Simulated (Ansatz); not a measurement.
C16H10

Input file:

```
crystal:
  periodic: [false, false, false]
  atoms:
    - {symbol: C, position_ang: [3.683636, -0.741617, 0.235184]}
    - {symbol: C, position_ang: [3.699776, 0.664319, 0.211669]}
    - {symbol: C, position_ang: [2.500980, 1.396867, 0.127169]}
    - {symbol: C, position_ang: [1.286381, 0.704429, 0.065632]}
    - {symbol: C, position_ang: [1.269913, -0.731530, 0.088890]}
    - {symbol: C, position_ang: [2.468457, -1.449052, 0.173522]}
    - {symbol: C, position_ang: [-0.134599, -1.174245, 0.012710]}
    - {symbol: C, position_ang: [-0.788384, -2.401659, -0.004550]}
    - {symbol: C, position_ang: [-2.213017, -2.418968, -0.092090]}
    - {symbol: C, position_ang: [-2.974792, -1.252498, -0.156676]}
    - {symbol: C, position_ang: [-2.332674, 0.024493, -0.141360]}
    - {symbol: C, position_ang: [-2.944981, 1.314764, -0.200549]}
    - {symbol: C, position_ang: [-2.156613, 2.464904, -0.172396]}
    - {symbol: C, position_ang: [-0.732520, 2.417504, -0.087267]}
    - {symbol: C, position_ang: [-0.107488, 1.176563, -0.026999]}
    - {symbol: C, position_ang: [-0.923342, 0.009596, -0.055961]}
    - {symbol: H, position_ang: [4.632611, -1.295038, 0.300778]}
    - {symbol: H, position_ang: [4.661130, 1.197702, 0.260882]}
    - {symbol: H, position_ang: [2.521344, 2.497252, 0.108894]}
    - {symbol: H, position_ang: [2.463989, -2.549608, 0.192213]}
    - {symbol: H, position_ang: [-0.235879, -3.352481, 0.045301]}
    - {symbol: H, position_ang: [-2.725990, -3.392880, -0.103912]}
    - {symbol: H, position_ang: [-4.072270, -1.312349, -0.222108]}
    - {symbol: H, position_ang: [-4.040831, 1.397829, -0.267915]}
    - {symbol: H, position_ang: [-2.646744, 3.449345, -0.221703]}
    - {symbol: H, position_ang: [-0.158064, 3.356377, -0.069358]}
basis:
  gaussian: {orbitals: def2-TZVP, initial_orbitals: start.molden}
hamiltonian: {xc: pbe0, dispersion: d4}
scf: {omitted_lower_state_checks: [starts]}
output: {forces: true, orbitals: {seedname: orbitals}}
```

Run with:

```sh
ansatz run in.yaml --threads 4 --pin off --events-out ev --progress --plain --max-ram 6963MiB
```

Geometry: PBE-D4/def2-SVP; not at a stationary point (largest force 0.6 eV/Å).

Theory: RKS PBE0-D4/def2-TZVP (Ansatz 0.2.0).

Question: Predict the electron density and electron localisation function between the atoms.

Answer: C–C (1.39 Å): the density is about 2.1 e/Å³ at the midpoint; the ELF peaks at about 0.95 between the atoms; localised, covalent bonding.
C–H (1.10 Å): ρ is about 2 e/Å³ halfway; the ELF climbs to about 1 towards the hydrogen, as it does in any bond to H: a covalent bond by its length.
C–C (1.44 Å): ρ is about 2 e/Å³ halfway; the ELF peaks at about 0.95 between the atoms; localised, covalent bonding.

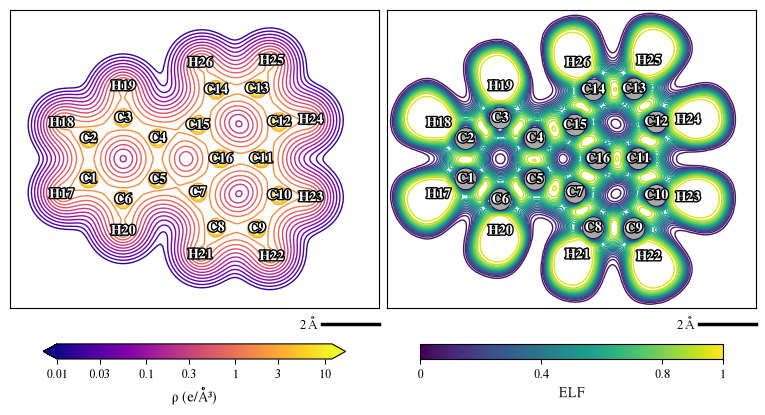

Computed electron density and electron localisation function on the molecular plane, in this order. Grey discs cover the atomic cores in the ELF map. 
